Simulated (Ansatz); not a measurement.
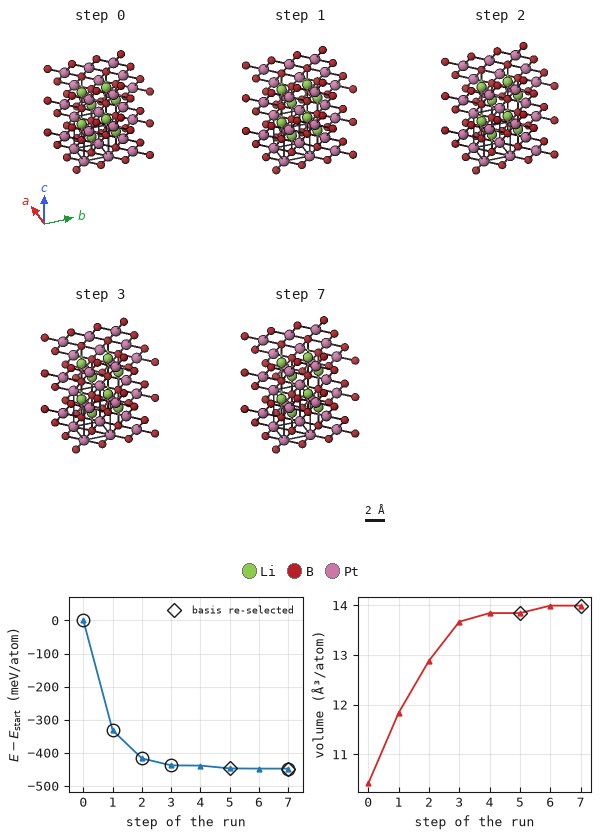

Frames of a relaxation of crystalline LiBPt (a generated structure, set up in P4/mmm) (coarse preliminary run), marked on the history of the run. A ball-and-stick model of the cell of the calculation, repeated 2 × 2 × 2 with one cell outlined, seen from a free direction.

Computed with Ansatz 0.2.0, DFT PBE, scalar-relativistic, plane waves, PAW.

Input
```yaml
crystal:
  lattice:
    - [2.81253254, 0.0, 0.0]
    - [0.0, 2.81253254, 0.0]
    - [0.0, 0.0, 3.95076314]
  atoms:
    - { symbol: Li, position: [0.5, 0.5, 0.5] }
    - { symbol: B, position: [0.5, 0.5, 0.0] }
    - { symbol: Pt, position: [0.0, 0.0, 0.0] }
basis:
  ecutwfc: 420
kpoints:
  mp_grid: { grid: [6, 6, 4] }
hamiltonian:
  xc: pbe
scf:
  occupations: { method: gaussian, width: 0.1 }
  lower_state_search: "off"
output:
  forces: true
  stress: true
  eigenvalues: true
relax:
  adjacent_minimum: "off"
  f_tol: 0.04
  max_steps: 70
  cell: { stress_tol: 0.4 }
```

Command:
```bash
ansatz run input.yaml --threads 1 --pin off --max-ram 2560MiB --backend cpu --events-out ev --progress --plain --runs-dir out
```

**Describe the path.**

The atoms keep their places relative to the cell (all moves are under 0.005 Å). Cell: a = b 2.813 → 3.041 Å (+8.1 %), c 3.951 → 4.539 Å (+14.9 %). Volume +34.3 %. Some distances before and after: Li1–B2 1.975 → 2.269 Å, B2–Pt3 1.989 → 2.151 Å. The space group stays P4/mmm (No. 123). Over 5 accepted moves (7 points after the start) the energy falls by 448 meV per atom. All forces vanish by symmetry, so only the cell relaxes. Pressure: 56.03 GPa at the start and 0.21 GPa at the end. The SCF was repeated twice at an unchanged geometry on a basis and grid sized afresh for the cell, which shifted the energy by 8.5 meV per atom at most. From step 0 to 1: volume +13.6 %, energy −332 meV per atom. From step 1 to 2: volume +8.9 %, energy −84.6 meV per atom. From step 2 to 3: volume +6.1 %, energy −21.1 meV per atom. From step 3 to 7: volume +2.4 %, energy −9.8 meV per atom.

```tsv
step	E − E(0), meV/atom	pressure, GPa	volume, Å³/atom	note
0	0.00	56.03	10.417	
1	-331.98	19.74	11.838	
2	-416.60	6.98	12.886	
3	-437.74	0.90	13.671	
4	-438.37	0.12	13.844	
5	-446.89	1.00	13.844	same geometry, new basis
6	-447.48	0.21	13.994	
7	-447.55	0.21	13.994	same geometry, new basis
```

Limits of the set-up: the k-point mesh is coarse for a cell with partly filled bands.
